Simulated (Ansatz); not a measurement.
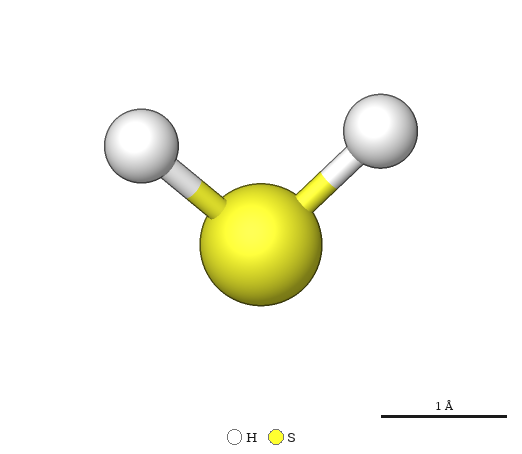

Rendered structure (ball-and-stick style). Every bond is drawn as one stick, whatever its order.

The computed structure is the end point of a PBE0-D4/def2-TZVP optimisation.

Description:

The molecule is H₂S. The point group is C2v. Coordination: 1 S bent.

More results for the same structure follow; atom numbers are the same in all pictures, views and colours differ.

**Electronic properties**

Properties computed with RKS PBE0-D4/def2-TZVP (Ansatz 0.2.0).

Estimate the harmonic zero-point energy.

Answer. 39.9 kJ/mol.

Estimate the dipole moment.

Answer. 1.16 D.

**Vibrations**

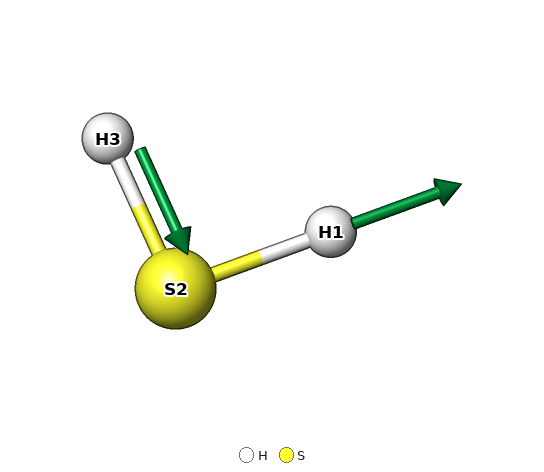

The arrows show one normal mode. Harmonic vibrations computed with RKS PBE0-D4/def2-TZVP (Ansatz 0.2.0) at a stationary point of the same level.

Describe the motion.

Answer. Mostly out-of-phase stretching of 2 S–H bonds.

At what wavenumber does it lie?

Answer. 2740 cm⁻¹; it is mode 3 of 3 counted from the lowest.

**Charges**

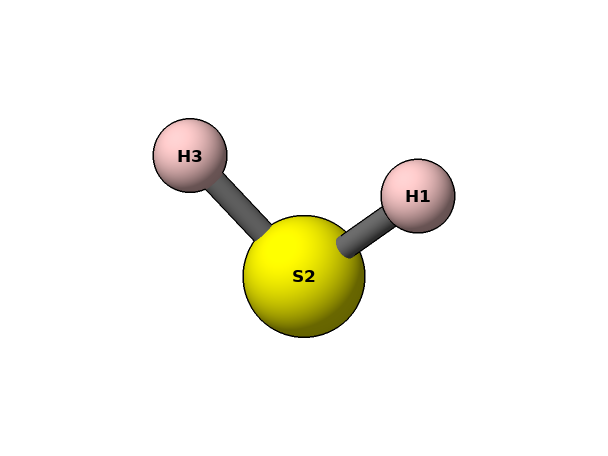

The questions are on Mulliken charges. Method: RKS PBE0-D4/def2-TZVP (Ansatz 0.2.0).

Give the Mulliken charges atom by atom.

| atom | value (e) |
| --- | --- |
| H1 | 0.17 |
| S2 | −0.35 |
| H3 | 0.17 |

Mulliken values depend strongly on the basis set and can even reverse the polarity of a bond.
